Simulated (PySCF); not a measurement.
Run report: PH$_{3}$F (charge +1), saddle-point search (part 3 of 3)

Continued. System: PH$_{3}$F, charge +1, SMILES F[PH3+]. Method: OLYP/6-31++G**, RKS, dispersion D3(0) (PySCF 2.14.0). 

Geometry of the input (Å):
```
F  -1.3655  0.2504  0.3411
P  0.1226  -0.0224  -0.0307
H  -1.0298  -0.2692  -1.1982
H  0.4861  -1.0083  0.8681
H  0.7186  1.2089  0.1708
```

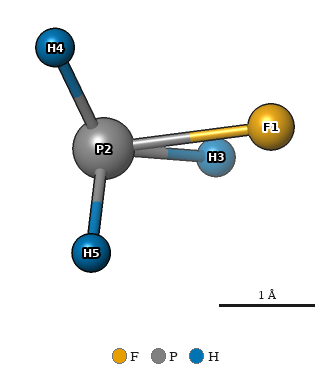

Fig. 1: The geometry at step 11 of the log (ball-and-stick view, seen at a tilt; atoms are numbered from 1 in the order of the input).

### Log, continued
```
--------------- RKS_Scanner gradients ---------------
         x                y                z
0 F    -0.0000082863    -0.0000878763     0.0000677021
1 P     0.0001986024    -0.0000207945     0.0001096620
2 H    -0.0002224485     0.0000549791    -0.0001975224
3 H    -0.0000250979     0.0000333393     0.0000498514
4 H     0.0000012166     0.0000035276    -0.0000181498
----------------------------------------------
cycle 21: E = -442.559908966  dE = -1.09299e-06  norm(grad) = 0.000400458
Step   20 : Displace = 1.614e-03/2.634e-03 (rms/max) Trust = 3.000e-02 (+) Grad = 1.791e-04/3.025e-04 (rms/max) E (change) = -442.5599089659 (-1.093e-06) Quality = 0.324
Hessian Eigenvalues:  -2.877e-01 -6.490e-03 -2.642e-03 -1.159e-03 -1.243e-04 -6.168e-06  4.995e-03
 5.508e-02  1.116e-01  1.573e-01  1.944e-01  2.140e-01    .....    2.637e-01  2.678e-01  3.869e-01

Geometry optimization cycle 22
Cartesian coordinates (Angstrom)
 Atom        New coordinates             dX        dY        dZ
   F  -1.465692   0.237816   0.116073    0.010951  0.009597 -0.001764
   P   0.284501  -0.054660  -0.167239    0.010585  0.001258  0.000929
   H  -1.058639  -0.164547  -0.993205    0.010521  0.001145  0.003114
   H   0.576746  -0.933223   0.905652    0.005499 -0.001664 -0.000206
   H   0.820884   1.193172   0.237544    0.013490 -0.000928  0.003904
converged SCF energy = -442.559908467186
--------------- RKS_Scanner gradients ---------------
         x                y                z
0 F     0.0000135402     0.0001585444    -0.0000140169
1 P    -0.0001523568     0.0000028287    -0.0000580484
2 H     0.0001575543    -0.0001442651     0.0001317016
3 H     0.0000021473    -0.0000529709    -0.0000961861
4 H    -0.0000779264     0.0000293796     0.0000463936
----------------------------------------------
cycle 22: E = -442.559908467  dE = 4.9871e-07  norm(grad) = 0.000369104
Step   21 : Displace = 3.053e-03/4.753e-03 (rms/max) Trust = 8.072e-04 (-) Grad = 1.651e-04/2.510e-04 (rms/max) E (change) = -442.5599084672 (+4.987e-07) Quality = -0.141
Not rejecting step - energy change meets convergence criteria
Hessian Eigenvalues:  -2.877e-01 -7.829e-03 -5.015e-03 -1.325e-03 -8.411e-05 -6.262e-06  5.061e-03
 5.546e-02  1.136e-01  1.574e-01  1.944e-01  2.354e-01    .....    2.637e-01  2.680e-01  3.874e-01

Geometry optimization cycle 23
Cartesian coordinates (Angstrom)
 Atom        New coordinates             dX        dY        dZ
   F  -1.465799   0.237444   0.116258   -0.000106 -0.000372  0.000185
   P   0.284406  -0.054785  -0.167157   -0.000095 -0.000124  0.000082
   H  -1.058585  -0.164101  -0.993523    0.000054  0.000446 -0.000318
   H   0.576838  -0.933031   0.905956    0.000093  0.000191  0.000304
   H   0.821058   1.193044   0.237270    0.000174 -0.000128 -0.000274
converged SCF energy = -442.559908859143
--------------- RKS_Scanner gradients ---------------
         x                y                z
0 F    -0.0000143599     0.0001283100    -0.0000085099
1 P    -0.0001034736    -0.0000031713    -0.0000495014
2 H     0.0001200679    -0.0001159406     0.0001045246
3 H     0.0000032484    -0.0000364358    -0.0000780337
4 H    -0.0000625812     0.0000202424     0.0000413389
----------------------------------------------
cycle 23: E = -442.559908859  dE = -3.91958e-07  norm(grad) = 0.000286628
```

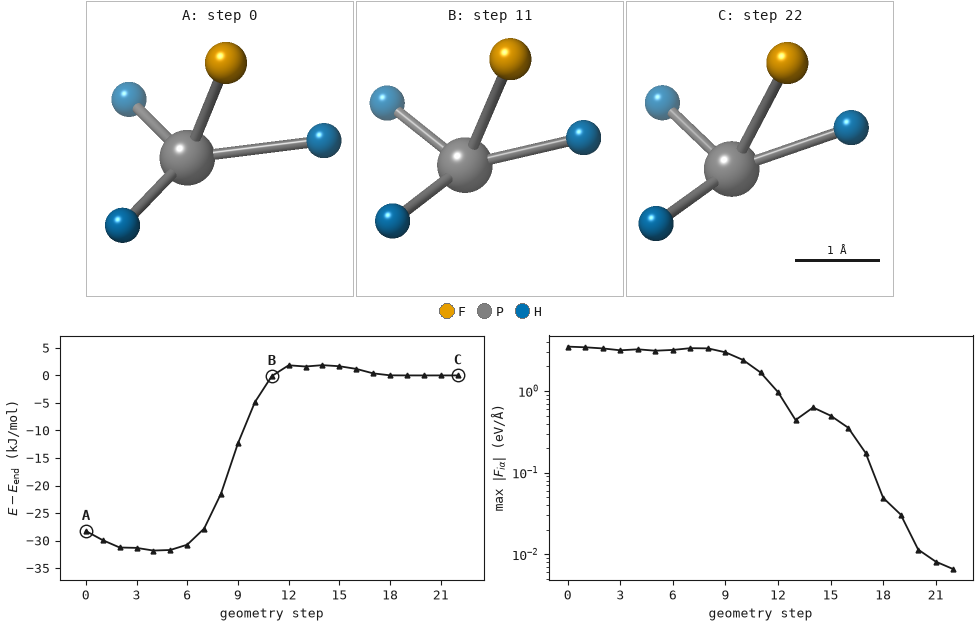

Fig. 2: Frames of the saddle-point search (ball-and-stick view, seen at a tilt) above the curves, on which the letters mark them (steps are counted from 0).

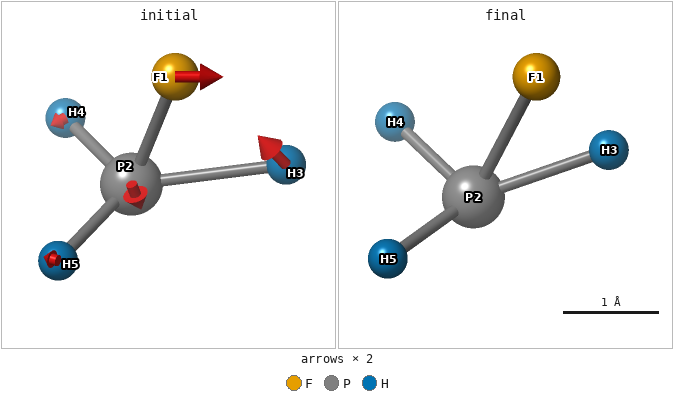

Fig. 3: Before (left) and after (right) the saddle-point search, at one scale (ball-and-stick view, seen at a tilt). The red arrows give the displacements, magnified 2 times. The energy rises by 28.3 kJ/mol in 22 geometry steps. Largest force component: 3.5 eV/Å at the start, 0.0066 eV/Å at the end. The largest move after the best rigid fit is that of F1, 0.25 Å. Largest moves by element: F 0.25 Å, H 0.25 Å, P 0.18 Å. Among the contacts that change: F1–P2 1.558 → 1.797 Å, P2–H3 1.659 → 1.581 Å, P2–H4 1.383 → 1.417 Å. Among the angles that change: F1–P2–H3 62.0° → 42.8°, H4–P2–H5 115.3° → 104.6°, F1–P2–H5 102.8° → 100.4°. (Atoms are counted from 1 in the order of the input.)

```
Step   22 : Displace = 3.907e-04/5.832e-04 (rms/max) Trust = 4.036e-04 (-) Grad = 1.282e-04/1.969e-04 (rms/max) E (change) = -442.5599088591 (-3.920e-07) Quality = 0.996
Hessian Eigenvalues:  -2.877e-01 -7.829e-03 -5.015e-03 -1.325e-03 -8.411e-05 -6.262e-06  5.061e-03
 5.546e-02  1.136e-01  1.574e-01  1.944e-01  2.354e-01    .....    2.637e-01  2.680e-01  3.874e-01
Converged! =D

converged: True
F          -1.46579874        0.23744443        0.11625813
P           0.28440633       -0.05478483       -0.16715672
H          -1.05858460       -0.16410109       -0.99352336
H           0.57683843       -0.93303127        0.90595640
H           0.82105753        1.19304438        0.23727001
converged SCF energy = -442.559908858883
E(OLYP) = -442.559908859
```

### Trajectory as extended XYZ (Å, eV, eV/Å), 23 frames, from step=0 to step=22
```
5
Properties=species:S:1:pos:R:3:forces:R:3 step=0 energy=-12042.96145
F    -1.3655    0.2504    0.3411   -3.2619   1.3362   3.1512
P     0.1226   -0.0224   -0.0307   -1.8298  -0.8271  -3.2268
H    -1.0298   -0.2692   -1.1982    3.4971  -0.4119  -0.1474
H     0.4861   -1.0083    0.8681    0.7444  -0.5446   0.2660
H     0.7186    1.2089    0.1708    0.8486   0.4488  -0.0460
5
Properties=species:S:1:pos:R:3:forces:R:3 step=1 energy=-12042.97863
F    -1.3720    0.2462    0.3387   -2.8276   1.2030   2.9248
P     0.1274   -0.0301   -0.0385   -2.1209  -0.6423  -2.9925
H    -1.0327   -0.2600   -1.2012    3.4313  -0.4250  -0.0937
H     0.4931   -1.0020    0.8767    0.7078  -0.5542   0.2258
H     0.7209    1.2033    0.1710    0.8075   0.4200  -0.0672
5
Properties=species:S:1:pos:R:3:forces:R:3 step=2 energy=-12042.99246
F    -1.3826    0.2402    0.3350   -2.2329   1.0155   2.5941
P     0.1340   -0.0412   -0.0498   -2.4864  -0.3757  -2.6466
H    -1.0370   -0.2452   -1.2044    3.3231  -0.4449  -0.0152
H     0.5030   -0.9915    0.8900    0.6506  -0.5689   0.1655
H     0.7236    1.1953    0.1721    0.7434   0.3757  -0.1004
5
Properties=species:S:1:pos:R:3:forces:R:3 step=3 energy=-12042.99319
F    -1.3981    0.2319    0.3293   -1.5059   0.7791   2.1541
P     0.1429   -0.0572   -0.0658   -2.8702  -0.0239  -2.1749
H    -1.0416   -0.2241   -1.2072    3.1527  -0.4749   0.0861
H     0.5168   -0.9764    0.9078    0.5686  -0.5902   0.0815
H     0.7271    1.1836    0.1731    0.6523   0.3114  -0.1496
5
Properties=species:S:1:pos:R:3:forces:R:3 step=4 energy=-12042.99823
F    -1.3907    0.2362    0.3327   -1.8331   0.8888   2.3626
P     0.1385   -0.0491   -0.0577   -2.7172  -0.1929  -2.4039
H    -1.0394   -0.2348   -1.2064    3.2408  -0.4585   0.0413
H     0.5100   -0.9840    0.8990    0.6094  -0.5795   0.1226
H     0.7254    1.1895    0.1725    0.6976   0.3437  -0.1253
5
Properties=species:S:1:pos:R:3:forces:R:3 step=5 energy=-12042.99715
F    -1.4023    0.2308    0.3293   -1.3193   0.7230   2.0486
P     0.1448   -0.0605   -0.0689   -2.9831   0.0533  -2.0692
H    -1.0418   -0.2201   -1.2082    3.1163  -0.4784   0.1161
H     0.5198   -0.9735    0.9112    0.5505  -0.5942   0.0627
H     0.7279    1.1813    0.1730    0.6333   0.2979  -0.1611
5
Properties=species:S:1:pos:R:3:forces:R:3 step=6 energy=-12042.98719
F    -1.4142    0.2258    0.3258   -0.8605   0.5726   1.7519
P     0.1508   -0.0719   -0.0800   -3.1861   0.2847  -1.7438
H    -1.0432   -0.2056   -1.2089    2.9829  -0.4988   0.1838
H     0.5293   -0.9631    0.9226    0.4910  -0.6084   0.0033
H     0.7301    1.1731    0.1733    0.5701   0.2517  -0.1979
5
Properties=species:S:1:pos:R:3:forces:R:3 step=7 energy=-12042.95687
F    -1.4308    0.2194    0.3196   -0.3256   0.3908   1.3735
P     0.1592   -0.0878   -0.0953   -3.3474   0.5788  -1.3075
H    -1.0438   -0.1854   -1.2068    2.7768  -0.5288   0.2568
H     0.5422   -0.9490    0.9371    0.4079  -0.6261  -0.0767
H     0.7324    1.1618    0.1736    0.4856   0.1871  -0.2486
5
Properties=species:S:1:pos:R:3:forces:R:3 step=8 energy=-12042.89091
F    -1.4523    0.2121    0.3065    0.2073   0.1952   0.9303
P     0.1709   -0.1090   -0.1163   -3.3285   0.9133  -0.7465
H    -1.0419   -0.1585   -1.1958    2.4411  -0.5679   0.2990
H     0.5583   -0.9313    0.9536    0.2955  -0.6411  -0.1749
H     0.7339    1.1474    0.1739    0.3822   0.1021  -0.3105
5
Properties=species:S:1:pos:R:3:forces:R:3 step=9 energy=-12042.79639
F    -1.4737    0.2084    0.2818    0.5663   0.0355   0.5228
P     0.1868   -0.1305   -0.1400   -2.9798   1.1619  -0.1586
H    -1.0365   -0.1322   -1.1683    1.9448  -0.5844   0.2517
H     0.5739   -0.9165    0.9654    0.1734  -0.6272  -0.2592
H     0.7324    1.1343    0.1757    0.2935   0.0157  -0.3591
5
Properties=species:S:1:pos:R:3:forces:R:3 step=10 energy=-12042.71903
F    -1.4859    0.2125    0.2497    0.6634  -0.0559   0.2610
P     0.2044   -0.1415   -0.1591   -2.4030   1.1974   0.2743
H    -1.0318   -0.1209   -1.1298    1.4005  -0.5358   0.1271
H     0.5824   -0.9131    0.9657    0.0839  -0.5606  -0.2939
H     0.7285    1.1303    0.1819    0.2541  -0.0445  -0.3705
5
Properties=species:S:1:pos:R:3:forces:R:3 step=11 energy=-12042.66984
F    -1.4896    0.2206    0.2110    0.5825  -0.1017   0.1009
P     0.2247   -0.1403   -0.1729   -1.6884   1.0399   0.5309
H    -1.0310   -0.1249   -1.0847    0.8347  -0.4213  -0.0227
H     0.5831   -0.9198    0.9561    0.0306  -0.4380  -0.2747
H     0.7266    1.1358    0.1929    0.2402  -0.0794  -0.3363
5
Properties=species:S:1:pos:R:3:forces:R:3 step=12 energy=-12042.64953
F    -1.4891    0.2251    0.1706    0.4197  -0.1125   0.0097
P     0.2447   -0.1291   -0.1795   -0.9699   0.7678   0.5729
H    -1.0360   -0.1376   -1.0428    0.3312  -0.2805  -0.1264
H     0.5788   -0.9307    0.9424    0.0062  -0.2865  -0.2055
H     0.7323    1.1475    0.2053    0.2139  -0.0892  -0.2527
5
Properties=species:S:1:pos:R:3:forces:R:3 step=13 energy=-12042.65182
F    -1.4869    0.2226    0.1307    0.2213  -0.0955  -0.0356
P     0.2626   -0.1106   -0.1788   -0.3023   0.4416   0.4232
H    -1.0468   -0.1537   -1.0092   -0.0653  -0.1431  -0.1599
H     0.5724   -0.9413    0.9284   -0.0055  -0.1285  -0.1013
H     0.7480    1.1622    0.2178    0.1545  -0.0752  -0.1273
5
Properties=species:S:1:pos:R:3:forces:R:3 step=14 energy=-12042.64929
F    -1.4883    0.2232    0.1511    0.3095  -0.1009  -0.0197
P     0.2530   -0.1207   -0.1787   -0.6286   0.5976   0.4881
H    -1.0433   -0.1446   -1.0254    0.1347  -0.2097  -0.1301
H     0.5753   -0.9365    0.9362    0.0004  -0.2041  -0.1534
H     0.7388    1.1546    0.2110    0.1861  -0.0839  -0.1865
5
Properties=species:S:1:pos:R:3:forces:R:3 step=15 energy=-12042.65130
F    -1.4875    0.2211    0.1412    0.2344  -0.0909  -0.0323
P     0.2567   -0.1157   -0.1774   -0.4443   0.4995   0.4186
H    -1.0491   -0.1486   -1.0170    0.0456  -0.1717  -0.1188
H     0.5729   -0.9395    0.9332   -0.0019  -0.1601  -0.1221
H     0.7427    1.1585    0.2141    0.1686  -0.0776  -0.1466
5
Properties=species:S:1:pos:R:3:forces:R:3 step=16 energy=-12042.65633
F    -1.4859    0.2179    0.1283    0.1209  -0.0726  -0.0394
P     0.2611   -0.1074   -0.1749   -0.1972   0.3561   0.3068
H    -1.0577   -0.1557   -1.0064   -0.0578  -0.1202  -0.1024
H     0.5691   -0.9437    0.9283   -0.0033  -0.0990  -0.0768
H     0.7495    1.1644    0.2190    0.1403  -0.0649  -0.0890
5
Properties=species:S:1:pos:R:3:forces:R:3 step=17 energy=-12042.66474
F    -1.4839    0.2137    0.1181    0.0028  -0.0339  -0.0111
P     0.2635   -0.0921   -0.1700   -0.0502   0.1745   0.1345
H    -1.0664   -0.1695   -1.0019   -0.0421  -0.0660  -0.0598
H     0.5638   -0.9474    0.9201    0.0014  -0.0380  -0.0325
H     0.7648    1.1729    0.2261    0.0912  -0.0366  -0.0316
5
Properties=species:S:1:pos:R:3:forces:R:3 step=18 energy=-12042.66845
F    -1.4846    0.2148    0.1136   -0.0492   0.0035   0.0133
P     0.2637   -0.0692   -0.1682    0.0259   0.0144  -0.0071
H    -1.0765   -0.1782   -1.0001    0.0141  -0.0115  -0.0010
H     0.5644   -0.9407    0.9083   -0.0050  -0.0070  -0.0030
H     0.7885    1.1841    0.2334    0.0171   0.0015  -0.0026
5
Properties=species:S:1:pos:R:3:forces:R:3 step=19 energy=-12042.66859
F    -1.4838    0.2209    0.1157   -0.0307   0.0021   0.0071
P     0.2654   -0.0617   -0.1705    0.0257   0.0002  -0.0045
H    -1.0782   -0.1747   -0.9968    0.0036  -0.0011  -0.0017
H     0.5657   -0.9370    0.9029   -0.0018  -0.0004  -0.0002
H     0.7951    1.1894    0.2324    0.0061   0.0001  -0.0014
5
Properties=species:S:1:pos:R:3:forces:R:3 step=20 energy=-12042.66862
F    -1.4766    0.2282    0.1178    0.0004   0.0045  -0.0035
P     0.2739   -0.0559   -0.1682   -0.0102   0.0011  -0.0056
H    -1.0692   -0.1657   -0.9963    0.0114  -0.0028   0.0102
H     0.5712   -0.9316    0.9059    0.0013  -0.0017  -0.0026
H     0.8074    1.1941    0.2336   -0.0001  -0.0002   0.0009
5
Properties=species:S:1:pos:R:3:forces:R:3 step=21 energy=-12042.66861
F    -1.4657    0.2378    0.1161   -0.0007  -0.0082   0.0007
P     0.2845   -0.0547   -0.1672    0.0078  -0.0001   0.0030
H    -1.0586   -0.1645   -0.9932   -0.0081   0.0074  -0.0068
H     0.5767   -0.9332    0.9057   -0.0001   0.0027   0.0049
H     0.8209    1.1932    0.2375    0.0040  -0.0015  -0.0024
5
Properties=species:S:1:pos:R:3:forces:R:3 step=22 energy=-12042.66862
F    -1.4658    0.2374    0.1163    0.0007  -0.0066   0.0004
P     0.2844   -0.0548   -0.1672    0.0053   0.0002   0.0025
H    -1.0586   -0.1641   -0.9935   -0.0062   0.0060  -0.0054
H     0.5768   -0.9330    0.9060   -0.0002   0.0019   0.0040
H     0.8211    1.1930    0.2373    0.0032  -0.0010  -0.0021
```

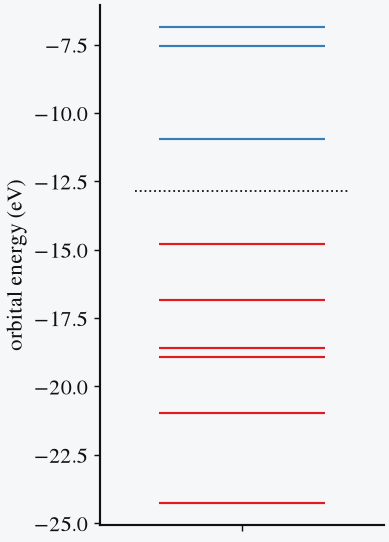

Fig. 4: Orbital energies near the frontier; the dotted line parts filled from empty levels, and levels within 0.02 eV of each other stand side by side. Highest filled −14.80 eV, lowest empty −10.94 eV, 3.86 eV apart.

### Results in brief

| quantity | value |
| --- | --- |
| outcome | converged |
| total energy | −442.559909 hartree |
| dispersion energy | −0.003053 hartree |
| basis functions | 58 |
| HOMO | −14.80 eV |
| LUMO | −10.94 eV |
| hardware | 1 thread of Arm Neoverse V1, 24 GiB of memory available, shared host |
| wall time | 2 min |
| peak memory | 0.78 GiB |
